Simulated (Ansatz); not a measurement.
# SnH2ClO2 (SMILES [OH][Sn]([OH])[Cl]): U-r2SCAN/def2-SVP (core potential)

Aim: the vertical doublet–quartet gap of SnH2ClO2 at U-r2SCAN/def2-SVP (core potential), from 2 runs. 

Program for the calculation: Ansatz 0.2.0.

63 further runs of the same task are left out: 63 set aside as unsound or not needed.

### Step 1. The structure to begin with

SnH2ClO2 has 6 atoms, charge 0, and is taken as a doublet. As SMILES, `[OH][Sn]([OH])[Cl]`. The shape is that of a PBE0-D4/def2-TZVP optimisation. This is one conformer, not always the lowest.

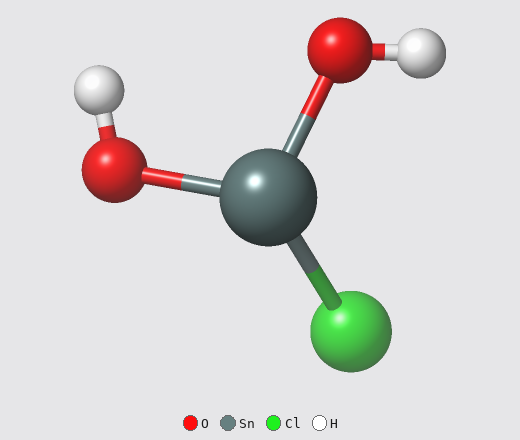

The structure, seen from a chosen angle (oxygen red, tin teal, chlorine green, hydrogen white).

### Step 2. The energy at U-r2SCAN/def2-SVP (core potential)

File input.yaml:

```yaml
crystal:
  periodic: [false, false, false]
  atoms:
    - symbol: O
      position_ang: [-0.447400, 1.400500, -0.158300]
    - symbol: Sn
      position_ang: [0.371800, -0.318200, -0.659700]
    - symbol: O
      position_ang: [1.256500, -0.847900, 1.007700]
    - symbol: Cl
      position_ang: [-1.328200, -1.877100, -1.106600]
    - symbol: H
      position_ang: [-1.182700, 1.666400, -0.718500]
    - symbol: H
      position_ang: [1.372100, -0.087800, 1.589200]
basis:
  gaussian: {orbitals: def2-SVP}
hamiltonian: {xc: r2scan}
accuracy: high
magnetization: {spin_polarized: true, initial_magnetization: 1}
output: {orbitals: {seedname: orbitals}}
```

Command:

```console
ansatz run input.yaml --threads 1 --pin off --max-ram 3480MiB --events-out events.jsonl --progress --plain --runs-dir runs
```

The program printed:

```text
Warning: RAYON_NUM_THREADS=1 ignored (pool sized by the plan → 1); use --threads N
Functional definition: r2SCAN
  name "r2SCAN"
  parameter k0 = 0.174
  parameter k1 = 0.065
  parameter a1 = 4.9479
  exchange = r2scan_x(k0 = k0, k1 = k1, a1 = a1)
  correlation = r2scan_c
1801 factors; integrals over basis functions are off by at most 3.3e-9 eV
mean field evaluation 1: about -22463.1849 eV, gradient 5.4e1 eV
mean field evaluation 2: about -22369.2017 eV, gradient 1.4e2 eV
mean field evaluation 4: about -22473.4993 eV, gradient 1.1e1 eV
mean field evaluation 8: about -22474.1622 eV, gradient 1.4e-1 eV
mean field evaluation 16: about -22474.1614 eV, gradient 1.1e-4 eV
mean field -22474.16140033 eV, -825.9101979282 hartree, gradient 3.2e-8 eV, S^2 0.754181; 0 other end points of the search recorded, 0 dependent functions left out
reference -22474.16140333 eV, -825.9101980386 hartree; 29, 28 occupied and 53, 54 virtual orbitals, 1801 factors
Total energy: -22474.16140333 eV, -825.9101980386 hartree
```

Run time: 21 s. Hardware: 1 thread of Arm Neoverse V2, shared host; peak memory 0.42 GiB.

### Step 3. The quartet at the same level

File job.yaml:

```yaml
crystal:
  periodic: [false, false, false]
  atoms:
    - symbol: O
      position_ang: [-0.447400, 1.400500, -0.158300]
    - symbol: Sn
      position_ang: [0.371800, -0.318200, -0.659700]
    - symbol: O
      position_ang: [1.256500, -0.847900, 1.007700]
    - symbol: Cl
      position_ang: [-1.328200, -1.877100, -1.106600]
    - symbol: H
      position_ang: [-1.182700, 1.666400, -0.718500]
    - symbol: H
      position_ang: [1.372100, -0.087800, 1.589200]
basis:
  gaussian:
    orbitals: def2-SVP
hamiltonian:
  xc: r2scan
magnetization:
  spin_polarized: true
  initial_magnetization: 3
accuracy: high
output: {orbitals: {seedname: orbitals}}
```

Command:

```console
ansatz run job.yaml --threads 1 --pin off --max-ram 3480MiB --events-out events.jsonl --progress --plain --runs-dir runs
```

The program printed, cut to the lines that bear on the results:

```text
Warning: RAYON_NUM_THREADS=1 ignored (pool sized by the plan → 1); use --threads N
Functional definition: r2SCAN
  name "r2SCAN"
[...]
1801 factors; integrals over basis functions are off by at most 3.3e-9 eV
[...]
mean field -22467.54564748 eV, -825.6670734955 hartree, gradient 4.6e-8 eV, S^2 3.757119; 10 other end points of the search recorded, 0 dependent functions left out
reference -22467.54565056 eV, -825.6670736086 hartree; 30, 27 occupied and 52, 55 virtual orbitals, 1801 factors
Total energy: -22467.54565056 eV, -825.6670736086 hartree
```

Wall time 86 s (1 thread of Arm Neoverse V2, shared host); peak memory 0.44 GiB.

### Step 4. Outcome

At U-r2SCAN/def2-SVP (core potential):

| quantity | value |
| --- | --- |
| doublet: total energy | -825.91020 Eh |
| doublet: HOMO energy (highest over α and β) | -6.14 eV |
| doublet: LUMO energy (lowest over α and β) | -4.74 eV |
| doublet: ⟨S²⟩ | 0.754 |
| quartet: total energy | -825.66707 Eh |
| quartet: HOMO energy (highest over α and β) | -1.48 eV |
| quartet: ⟨S²⟩ | 3.757 |
| vertical energy of the quartet above the doublet | 6.616 eV |

At this shape the quartet lies 6.62 eV (153 kcal/mol) above the doublet.
